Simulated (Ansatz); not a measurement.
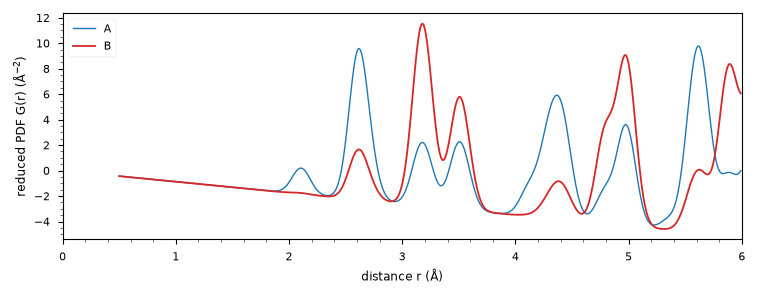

Two calculated pair distribution functions of the same structure of NdC, one with X-ray weights (atomic numbers) and one with neutron weights (tabulated coherent scattering lengths, natural isotope mix where the element has one), both with peak width σ = 0.08 Å. It is based on the input geometry of an electronic-structure calculation (not necessarily at equilibrium); the starting structure was generated, so it need not be a known form of this composition.

> Tell the X-ray curve from the neutron curve.

Curve A is the neutron PDF and B the X-ray PDF. The weight that changes most is that of Nd–Nd (first at 3.16 Å): 0.83 for X-rays, 0.29 for neutrons.

> Give the weight with which each partial g(r) enters the total (Faber–Ziman weights, summing to 1).

| pair | X-ray | neutron |
| --- | --- | --- |
| Nd–Nd | 0.83 | 0.29 |
| Nd–C | 0.17 | 0.50 |
| C–C | 0.01 | 0.21 |

Scattering lengths used: Nd 7.69 fm, C 6.65 fm.
